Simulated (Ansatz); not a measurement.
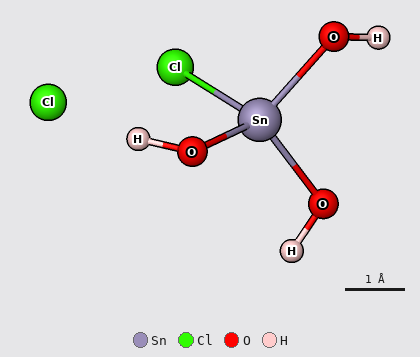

The structure as given in the input (ball-and-stick view, seen at a tilt). Sticks mark near contacts.

# SnH3Cl2O3: frequency calculation

The run: frequency calculation of SnH3Cl2O3, multiplicity 2. Method and program: UKS PBE/def2-SVP (Ansatz 0.2.0).

It belongs to a series of runs on one base structure; here: vibrations at the highest image of the band.

**Output**
```
Engine: ansatz 0.2.0, aarch64-unknown-linux-gnu
Functional definition: PBE
  parameter kappa = 0.804
  parameter beta = 0.06672455060314922
  exchange = pbe_x(kappa = kappa, mu = beta*pi^2/3)
  correlation = pbe_c(beta = beta)
1284 factors; their error is unknown
mean field evaluation 1: about -37020.5592 eV, gradient 6.8e1 eV
mean field evaluation 2: about -36870.7836 eV, gradient 1.8e2 eV
mean field evaluation 4: about -37019.4958 eV, gradient 5.3e1 eV
mean field evaluation 8: about -37038.1041 eV, gradient 2.4e0 eV
mean field evaluation 16: about -37038.0864 eV, gradient 3.5e-3 eV
mean field evaluation 32: about -37037.9282 eV, gradient 1.9e0 eV
mean field -37038.08641510 eV, -1361.1245704382 hartree, gradient 3.4e-5 eV, S^2 0.751372; 6 other end points of the search recorded, 0 dependent functions left out
the calculation of the forces begins
reference -37038.08645515 eV, -1361.1245719100 hartree; 42, 41 occupied and 77, 78 virtual orbitals, 1284 factors
these checks for a lower state are left out or cut short: stability, starts, cluster_reference, orbital_swaps, neighbouring_geometries, increment
1284 factors; their error is unknown
mean field -37038.08632330 eV, -1361.1245670647 hartree, gradient 2.7e-6 eV, S^2 0.751372; 0 other end points of the search recorded, 0 dependent functions left out
[... from here on the field's lines of each further geometry are left out, up to the last ...]
the calculation of the forces begins
reference -37038.08645376 eV, -1361.1245718591 hartree; 42, 41 occupied and 77, 78 virtual orbitals, 1284 factors
these checks for a lower state are left out or cut short: stability, starts, cluster_reference, orbital_swaps, neighbouring_geometries, increment
1284 factors; their error is unknown
mean field -37038.08640525 eV, -1361.1245700763 hartree, gradient 2.5e-6 eV, S^2 0.751372; 0 other end points of the search recorded, 0 dependent functions left out
the calculation of the forces begins
reference -37038.08644529 eV, -1361.1245715479 hartree; 42, 41 occupied and 77, 78 virtual orbitals, 1284 factors
WARN: phonons: modes at or below zero, which the zero-point energy, F, S and C_V leave out: 1, the lowest at -24.63 cm⁻¹. A minimum has none, and a first-order saddle one
Total energy: -37038.08645515 eV, -1361.1245719100 hartree
Atom 0 at    -0.291599    -0.022821     0.158770 Å, force     0.004393     0.002165    -0.001325 eV/Å
Atom 1 at    -1.031877    -0.204506     2.484587 Å, force     0.000169    -0.000591     0.000339 eV/Å
Atom 2 at     1.673685    -0.181295     0.148131 Å, force    -0.004074    -0.001742     0.004972 eV/Å
Atom 3 at     1.931299    -0.301436     1.102168 Å, force    -0.002240     0.001888    -0.005218 eV/Å
Atom 4 at    -0.906115     1.733763    -0.525380 Å, force     0.000167     0.000875    -0.001090 eV/Å
Atom 5 at    -1.826977     1.646099    -0.846655 Å, force     0.000970    -0.000147     0.000303 eV/Å
Atom 6 at    -1.286817    -1.399999    -0.880330 Å, force    -0.003838    -0.001500    -0.000026 eV/Å
Atom 7 at    -0.890369    -2.281167    -0.723831 Å, force     0.003518     0.000304     0.000362 eV/Å
Atom 8 at     1.536469    -0.637138     3.259739 Å, force     0.000935    -0.001253     0.001685 eV/Å
Dipole moment:    -0.409403    -0.232840    -0.252624 e Å
Vibrations: -24.63 77.13 79.12 127.66 137.52 144.35 160.77 192.31 204.55 215.11 306.10 497.27 586.30 619.80 640.37 857.95 886.57 1043.92 3384.81 3688.10 3693.06 cm⁻¹, zero-point energy 1.087513 eV
```

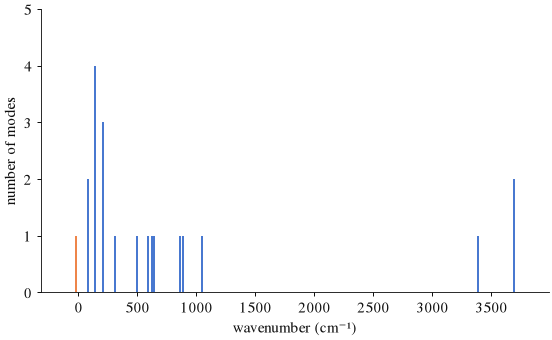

Harmonic vibrational wavenumbers from the force constants; neighbouring modes closer than 17 cm⁻¹ are counted in one stick, and imaginary ones are drawn at negative wavenumbers. 21 modes from 25i to 3693 cm⁻¹, 1 imaginary beyond 8i (25i cm⁻¹): not a clean minimum; so soft a mode can be a shallow saddle, an incomplete relaxation or noise of the force constants.

This output came from the following input.

**The input**
```yaml
crystal:
  periodic: [false, false, false]
  atoms:
    - { symbol: Sn, position_ang: [-0.291599, -0.022821, 0.15877] }
    - { symbol: Cl, position_ang: [-1.031877, -0.204506, 2.484587] }
    - { symbol: O, position_ang: [1.673685, -0.181295, 0.148131] }
    - { symbol: H, position_ang: [1.931299, -0.301436, 1.102168] }
    - { symbol: O, position_ang: [-0.906115, 1.733763, -0.52538] }
    - { symbol: H, position_ang: [-1.826977, 1.646099, -0.846655] }
    - { symbol: O, position_ang: [-1.286817, -1.399999, -0.88033] }
    - { symbol: H, position_ang: [-0.890369, -2.281167, -0.723831] }
    - { symbol: Cl, position_ang: [1.536469, -0.637138, 3.259739] }
magnetization:
  spin_polarized: true
  initial_magnetization: 1
basis:
  gaussian: { orbitals: def2-SVP }
hamiltonian:
  xc: pbe
phonons: {}
```

Command:
```bash
ansatz run input.yaml --threads 4 --pin off --max-ram 5120MiB --backend cpu --events-out ev --progress --plain --runs-dir out
```

**Key numbers**

| quantity | value |
| --- | --- |
| outcome | converged |
| total energy | −37038.0865 eV |
| mean-field energy | −37038.0865 eV |
| ⟨S²⟩ | 0.751 |
| largest force (length of the vector) | 0.007 eV/Å |
| hardware | 4 threads of Arm Neoverse V2, 24 GiB of memory available, shared host |
| wall time | 56 s (CPU time 3.5 min) |
| peak memory | 0.23 GiB |
